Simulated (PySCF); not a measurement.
## A study: C2H4, SMILES `C=C`

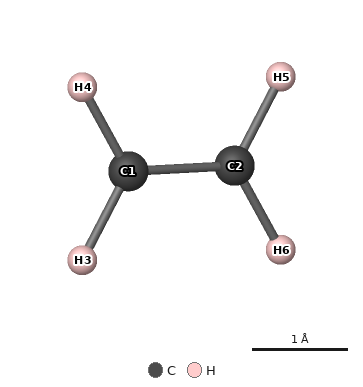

The molecule, with its atoms numbered as below. No frequency check shows the geometry to be a minimum.

Coordinates in Å:

```
C1      -0.6582    0.0000    0.0000
C2       0.6582    0.0000    0.0000
H3      -1.2293   -0.9140    0.0000
H4      -1.2293    0.9140    0.0000
H5       1.2293    0.9140    0.0000
H6       1.2293   -0.9140    0.0000
```

### 1. Bonding charge

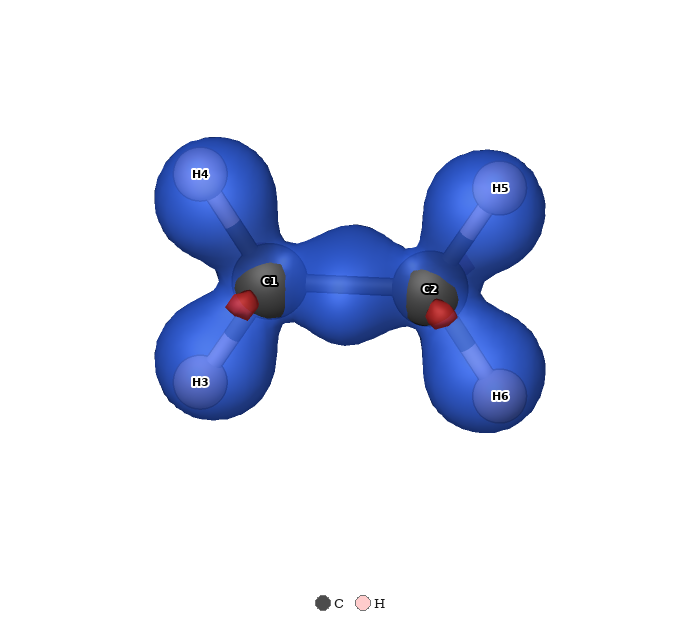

Deformation density (molecule less spherical, spin-averaged free atoms at the same positions), surfaces at ±0.15 e/Å³; blue: gain, red: loss.

Computed with PySCF, M06-2X/def2-SVP, geometry: GFN2-xTB.

> How much density has each bond gained at its critical point, relative to the free atoms?

C1–C2: +0.73 e/Å³ at the bond critical point (bond length 1.32 Å, Mayer order 2.1). C1–H3, C2–H6, C1–H4 and C2–H5: +0.72 e/Å³ at the bond critical point (bond length 1.08 Å, Mayer order 1.0). In all, 1.3 electrons gather in the regions of gain relative to the promolecule.

### 2. Bond critical points

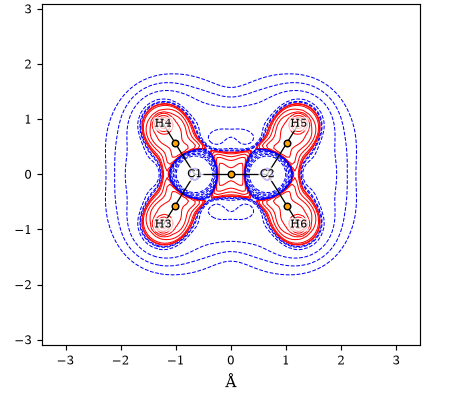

Negative Laplacian of the density (−∇²ρ) in the molecular plane (solid red lines positive, dashed blue lines negative, contours at ±0.02 to ±8 a.u.), with bond paths and bond critical points (dots).

> Sort the bonds in the plane by the sign of ∇²ρ at their critical points.

Concentrated (∇²ρ < 0): C1–C2 (−0.96 a.u.); C1–H3, C2–H6, C1–H4 and C2–H5 (−1.08 a.u.). At none is it depleted.

> Where along C1–H3 does the critical point lie?

0.68 Å from C1 and 0.40 Å from H3.

### 3. Local ionisation energy

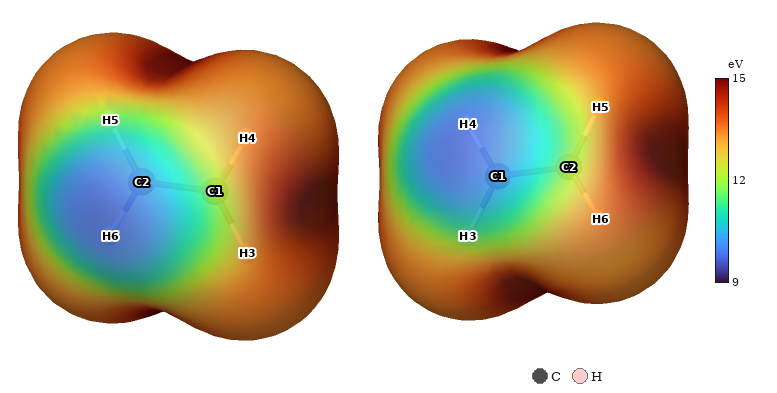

Average local ionisation energy on the surface of electron density 0.001 a.u. (back view left, front view right).

> Locate the minima of the map.

The lowest value is 9.9 eV, off the C1–C2 bond (2.2 Å from its atoms), and at like points elsewhere. Further minima include 13.4 eV, 1.3 Å from H5, and at like points elsewhere. For comparison, the highest occupied orbital lies at −9.1 eV.

> What volume does the surface enclose, and what is the dipole moment?

About 56 Å³; the dipole moment is 0.0 D.

### 4. In an electric field

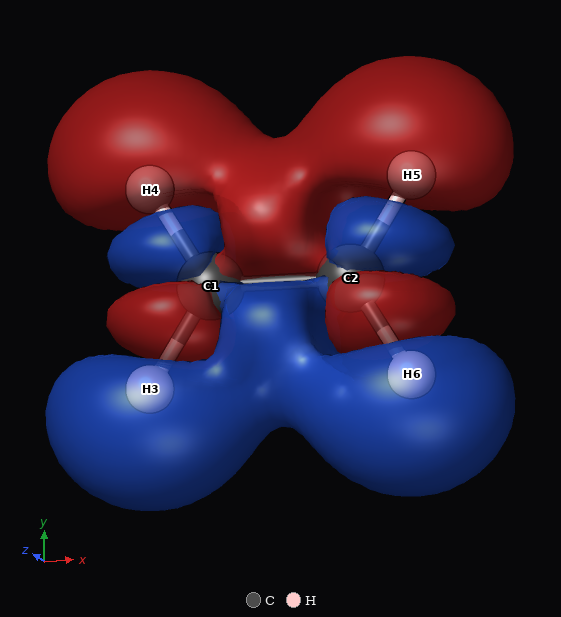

Change of the electron density in a uniform field of 0.51 V/Å, surfaces at ±0.002 e/Å³ (blue: gain, red: loss).

Level of theory: PBE/6-311+G** (PySCF), at a geometry from GFN2-xTB. The basis has diffuse s and p functions alone, which still leaves polarisabilities too small, most of all across bonds.

> Along which Cartesian direction does the field point?

Along +y: electrons gather on the −y side, against the field.

> How large is the response?

The induced dipole is 0.55 D (along the field); α along this axis, from the fields in both directions, is 22 bohr³ (3.2 Å³).

> Which atoms gain and lose the most charge?

Electrons gather most on H3 and H6 alike (Hirshfeld charge changes by −0.015 e) and leave H4 and H5 alike most (+0.015 e); 0.060 electrons are displaced in all.

### 5. Stretching a bond

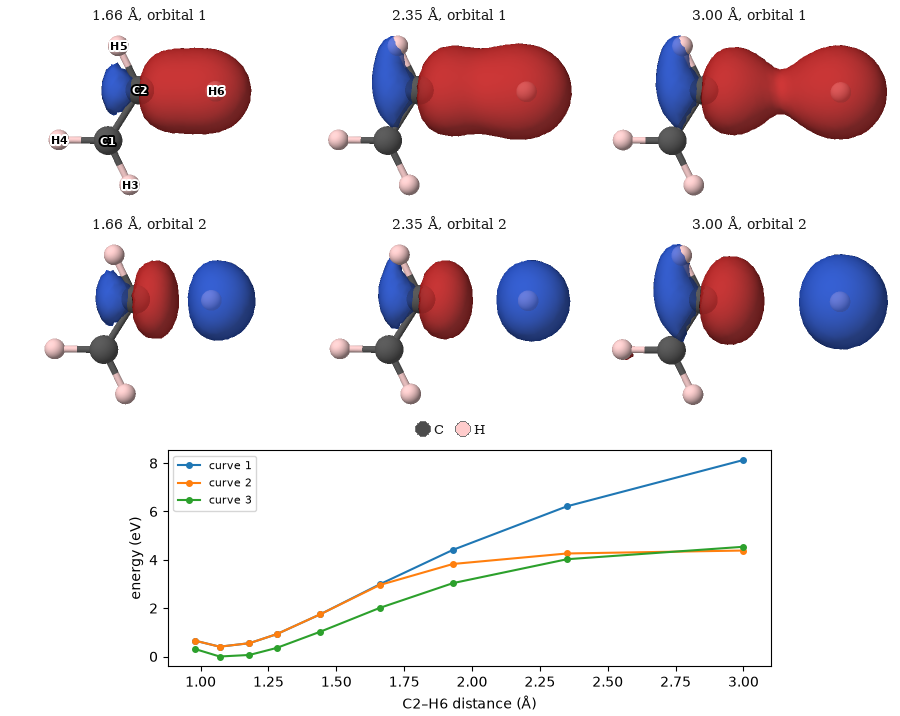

Rigid stretch of the C2–H6 bond. The two CASSCF(2,2) natural orbitals nearest half filling (orbital 1 the more occupied). Below: energies along the scan, from the lowest point of the three curves.

Level of theory: def2-SVP basis (PySCF), at a geometry from GFN2-xTB.

> How do the occupations change along the stretch?

1.66 Å: 1.91 and 0.09; 2.35 Å: 1.61 and 0.39; 3.00 Å: 1.28 and 0.72. At the longest distance computed (3.00 Å) they are 1.28 and 0.72, and the effective number of unpaired electrons is 1.7.

UHF's ⟨S²⟩ passes 1 along the scan (up to 1.21), so it also polarises electrons outside the stretched bond; its energy lowering isn't due to that bond alone.

> Which curve is which method?

Curve 1 is RHF. Curve 2 is UHF. Curve 3 is CASSCF(2,2). RHF rises too steeply because it keeps both electrons in one orbital and so mixes in ionic fragments.

> Where does the UHF solution part from RHF?

Between 1.44 Å (⟨S²⟩ = 0, the two coincide) and 1.66 Å (⟨S²⟩ = 0.24); at 3.00 Å ⟨S²⟩ is 1.21 and UHF lies 3.7 eV below RHF.

> How much energy does the stretch cost?

By CASSCF, 4.5 eV from the lowest point of the scan (1.07 Å) to 3.00 Å; RHF gives 7.7 eV from its own lowest point. The fragments aren't relaxed and dynamic correlation is missing, so this isn't a bond dissociation energy.

The PySCF runs shown took 5.3 s, 11 s and 34 s on 1 thread of Arm Neoverse N1, on a shared host.
